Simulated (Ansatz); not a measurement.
Consider ReS.

```cif
data_structure
_symmetry_space_group_name_H-M 'P 1'
_symmetry_Int_Tables_number 1
_cell_length_a 2.9436
_cell_length_b 2.9436
_cell_length_c 2.9436
_cell_angle_alpha 90.000
_cell_angle_beta 90.000
_cell_angle_gamma 90.000
_cell_volume 25.51
loop_
_atom_site_label
_atom_site_type_symbol
_atom_site_fract_x
_atom_site_fract_y
_atom_site_fract_z
_atom_site_occupancy
Re1 Re 0.00000 0.00000 0.00000 1
S1 S 0.50000 0.50000 0.50000 1
```

Space group Pm-3m; started from the CsCl (B2) prototype, which need not be the ambient phase; computed pressure about 5 GPa in this cell; computed without spin polarisation.

Theory: DFT r2SCAN, scalar-relativistic, plane waves, PAW (Ansatz 0.2.0).

Q: What can the converged valence pseudo-density and electron localisation function tell about the bonding?

A: Re–S (2.55 Å): ρ is about 0.49 e/Å³ halfway; the ELF peaks at about 0.85 in the valence shell of S, 0.8 Å from its nucleus, and is about 0.40 at the midpoint.

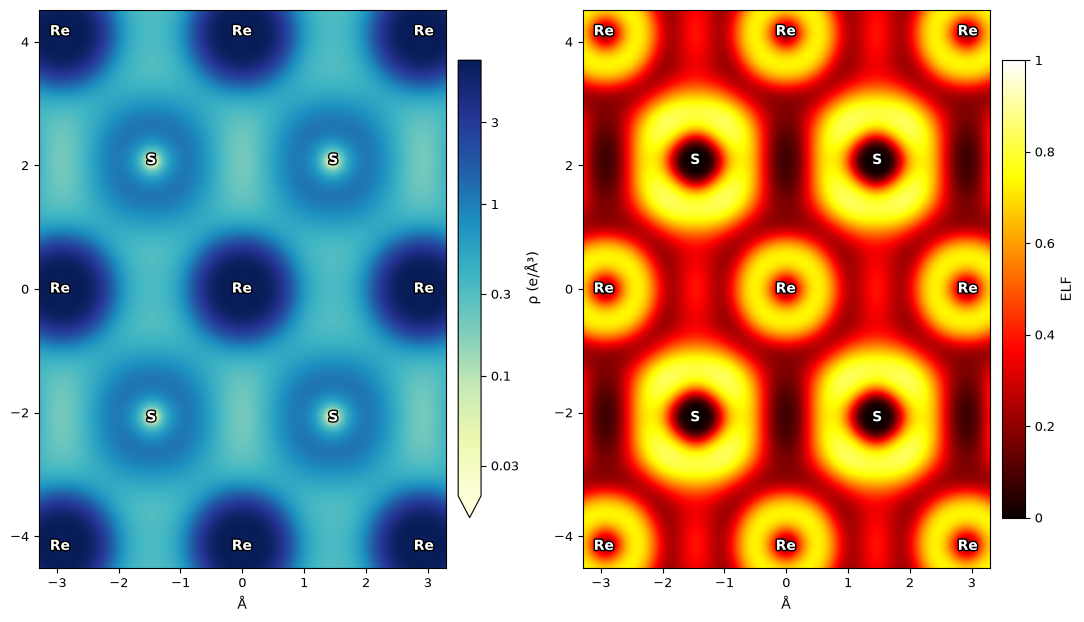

Computed valence pseudo-density and electron localisation function on the (011) plane of the conventional cell, in this order. 
